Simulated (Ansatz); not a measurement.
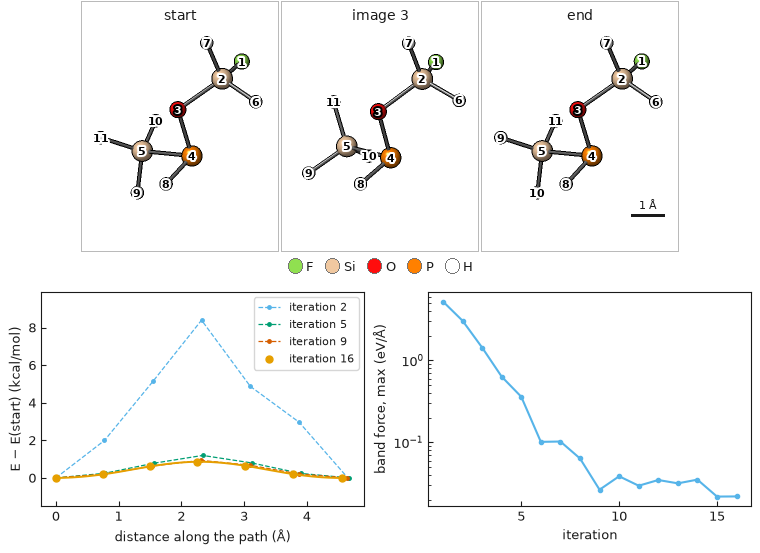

A nudged-elastic-band calculation for Si2PH6OF. Images are numbered from 0 (start) to 6 (end). The plot follows the band through its iterations. A ball-and-stick model, seen from a free direction.

These are results of RKS PBE0/STO-3G (Ansatz), not measurements. Run with 5 movable images; climbing image; force threshold 0.03 eV/Å; iteration limit 60; starting path through a guess of the saddle point.

How did the profile develop, and is the result final?

Answer. The result is final at these settings. The band converged in 16 iterations. The largest component of the band force went from 5.2 to 0.022 eV/Å. The climbing image converged on the top of the path. Its vibrational analysis gives one imaginary mode (92i cm⁻¹), as a transition state must have. The first iteration put the highest image at 24.24 kcal/mol. The barrier is about 0.86 kcal/mol in both directions, with image 3 at the top; the ends have the same energy.

Limits of the set-up: STO-3G is a minimal basis, so the numbers are rough.

Cost: 3.2 min on 1 thread of Arm Neoverse V1 (shared host), peak memory 0.12 GiB.
